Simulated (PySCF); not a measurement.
```xyz
8

O     0.9501    0.9952    1.1844
C     1.4522    0.1729    0.4790
O     2.5065   -0.3121    0.2264
O     0.3044   -0.5573   -0.4896
C    -0.8990   -0.1409   -0.3376
F    -1.7973   -1.1524    0.0038
F    -1.4709    0.3464   -1.5128
H    -1.0369    0.6573    0.4219
```

Geometry: GFN2-xTB.

All numbers below come from PBE0/pcSseg-1, SCF density, gas phase, non-relativistic (PySCF).

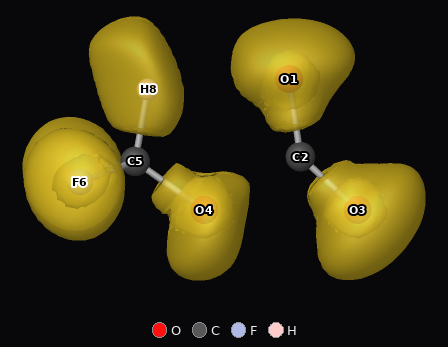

C₂HF₂O₃ (charge −1). Isosurface of the ELF at 0.75 (yellow), seen across its widest extent. Only the valence region is drawn (cores and ρ < 0.01 e/Å³ removed).

Q: Identify the bonds, lone pairs and shells in this picture.

A: The surface consists of one region around a hydrogen nucleus, two regions on F in which the atom's valence shell and bonds are merged and three regions on O in which the atom's valence shell and bonds are merged. Profiles from the grid: C–O (1.19 Å): the ELF peaks at about 0.85 between the atoms: a multiple bond. C–F (1.39 Å): the ELF peaks at about 0.85 between the atoms: a polar covalent bond.
